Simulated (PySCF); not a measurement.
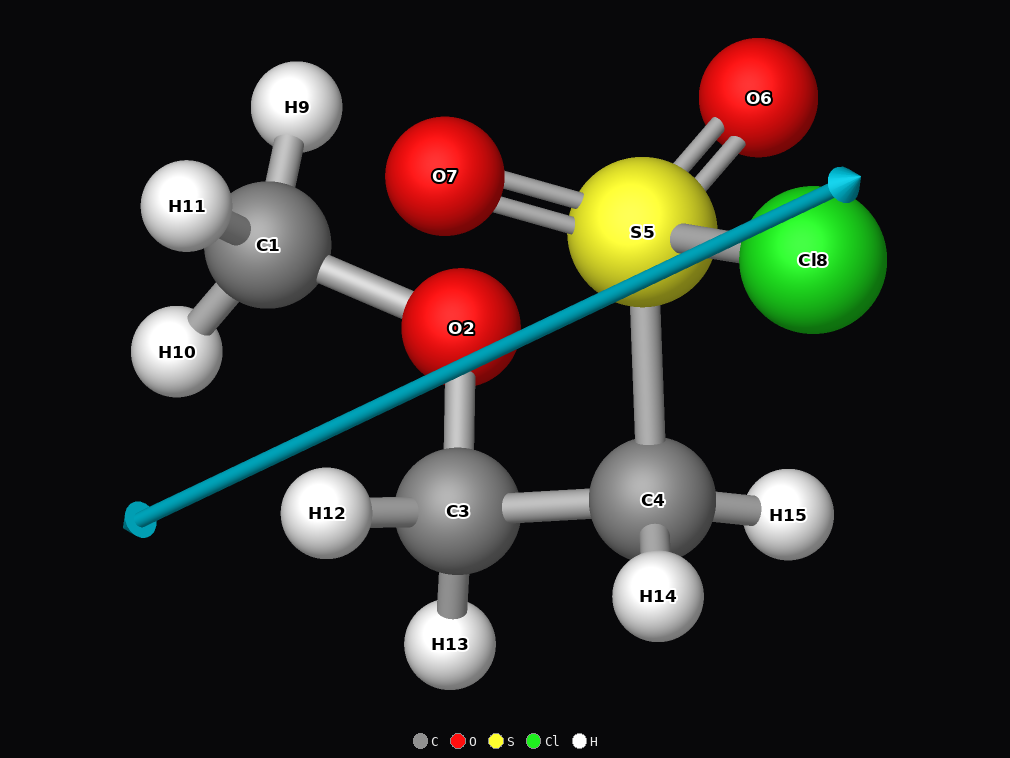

The double arrow shows the direction of the transition dipole to excited singlet state 7 (its length means nothing). The computed structure is the end point of a GFN2-xTB optimisation. No frequency run is at hand to confirm it as a minimum. Level of theory: TDDFT CAM-B3LYP/def2-SVPD, vertical, gas phase, core orbitals frozen in the response (PySCF 2.14.0).

> How is the transition polarised?

Close to the long direction C1···Cl8.

> Give its energy, strength and character.

8.03 eV (154 nm), oscillator strength 0.14, of mixed character, with the largest part HOMO → LUMO+3 (weight 0.38); transition dipole 2.15 D.
